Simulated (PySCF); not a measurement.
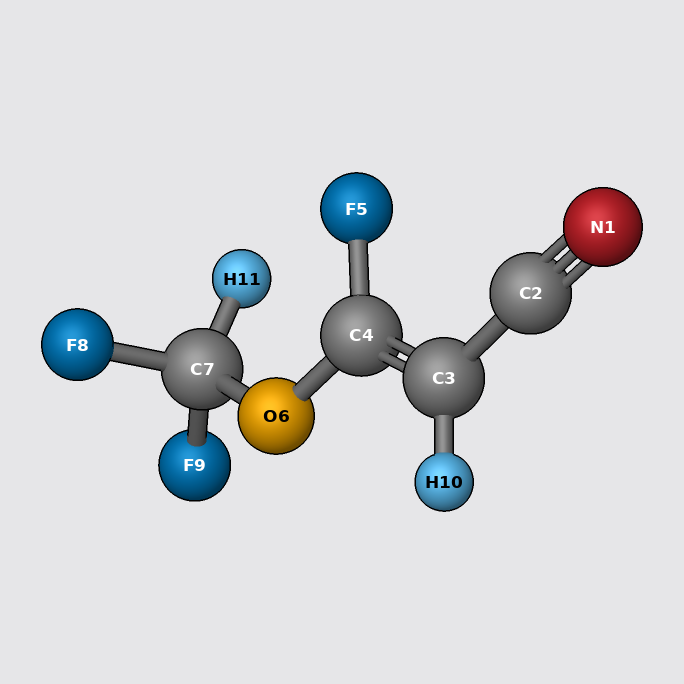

The questions are on isotropic NMR shieldings of the H atoms. Geometry: an image of a reaction path computed with GFN2-xTB, not a minimum. Properties computed with GIAO PBE0/pcSseg-1 NMR shielding, non-relativistic, gas phase (PySCF 2.14.0).

Give the isotropic NMR shieldings of the H atoms atom by atom.

| atom | σ (ppm) |
| --- | --- |
| H10 | 27.23 |
| H11 | 24.54 |
